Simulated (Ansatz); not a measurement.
**CH5BGe (SMILES [BH]1[CH2][GeH2]1): density, localisation and related maps**

| atom | x (Å) | y (Å) | z (Å) |
| --- | --- | --- | --- |
| B | -0.9340 | 0.3956 | -0.5431 |
| C | -0.0526 | 0.9343 | 0.4959 |
| Ge | 0.1704 | -1.1977 | -0.2366 |
| H | -1.3881 | 0.8413 | -1.5451 |
| H | 0.1044 | 0.5111 | 1.4868 |
| H | 0.4447 | 1.8974 | 0.3817 |
| H | 0.4955 | -1.7855 | 1.1430 |
| H | 1.2517 | -1.6535 | -1.2384 |

Geometry: PBE0-D4/def2-TZVP.

Method: Ansatz 0.2.0, RKS PBE0-D4/def2-TZVPP.

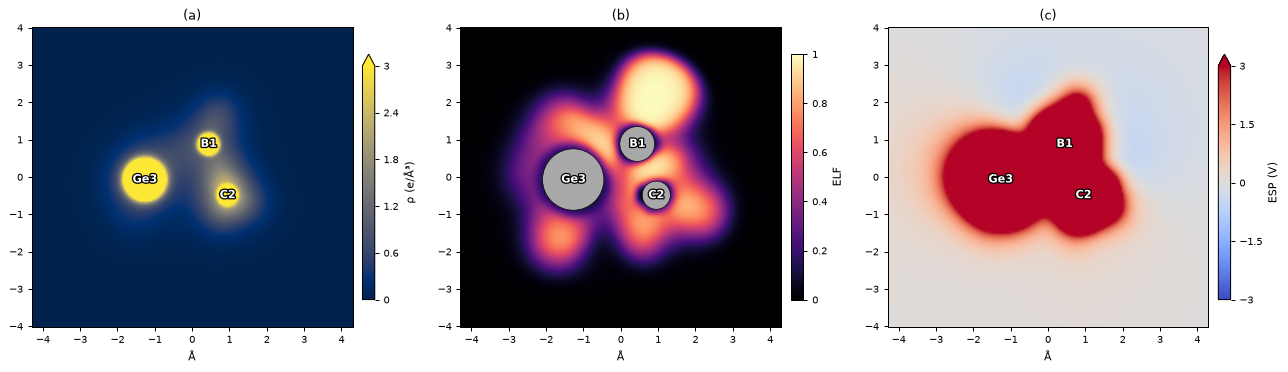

Figure 1. (a) electron density; (b) electron localisation function; (c) electrostatic potential on the plane of atoms B1, C2 and Ge3. Grey discs cover the atomic cores in the ELF map.

Interpret the plot.

The section cuts through B, C and Ge sites. C–B (1.47 Å): ρ is about 1.6 e/Å³ halfway; the ELF peaks at about 0.95 between the atoms, as expected for a covalent bond. Ge–B (1.96 Å): the density is about 0.76 e/Å³ at the midpoint; the ELF peaks at about 0.80 between the atoms: a covalent bond. C–Ge (2.27 Å): the density is about 0.5 e/Å³ at the midpoint; the ELF peaks at about 0.75 in the valence shell of C, 0.7 Å from its nucleus, and is about 0.45 at the midpoint. Outside the dense part of the molecule the potential is most negative (−0.5 V) near C2.

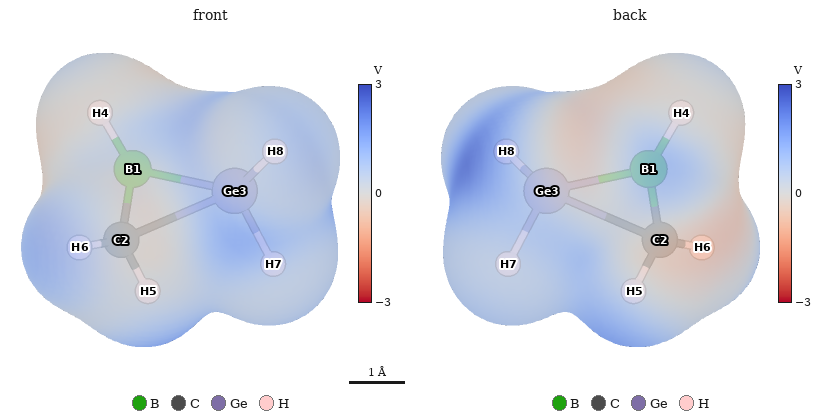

Figure 2. The electrostatic potential painted on the density surface at 0.004 e/bohr³, seen from the front and from behind; the colour scale runs from red (negative) to blue (positive).

Which sites attract a positive test charge, and which a negative one?

A positive charge is drawn to the negative regions and a negative charge to the positive ones. The most negative region (about −0.6 V, or −14 kcal/mol for a unit charge) lies over C2, the most positive (about +2.3 V, or +53 kcal/mol for a unit charge) over Ge3.

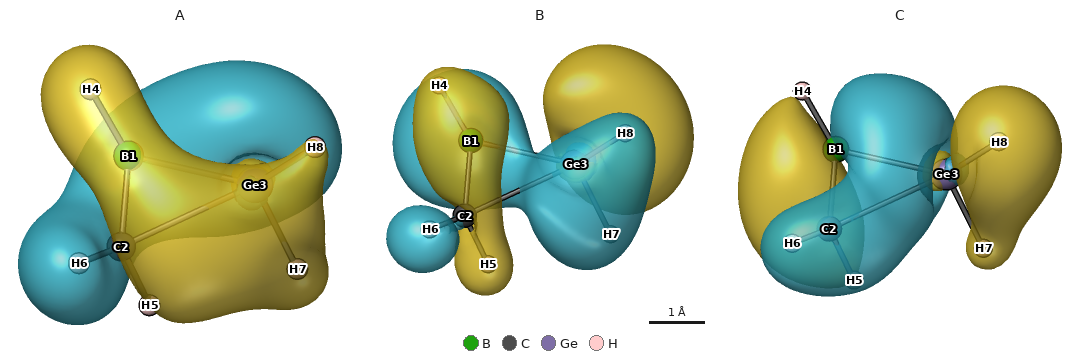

Figure 3. Three frontier orbitals at ±0.08 Å⁻³ᐟ² (yellow and cyan are the two phases), in no order.

Which picture is the HOMO−1, the HOMO and the LUMO?

C is the HOMO−1 (−8.22 eV). Its weight (Hirshfeld) is mainly on C2 (about 30 %), B1 (about 25 %), Ge3 (about 25 %) and H8 (about 10 %). A is the HOMO (−6.83 eV). It lies mainly on Ge3 (about 40 %), C2 (about 25 %) and B1 (about 25 %). B is the LUMO (−1.40 eV). It lies mainly on Ge3 (about 45 %), B1 (about 30 %) and C2 (about 10 %).

What is the HOMO–LUMO gap?

5.43 eV between the orbital energies.
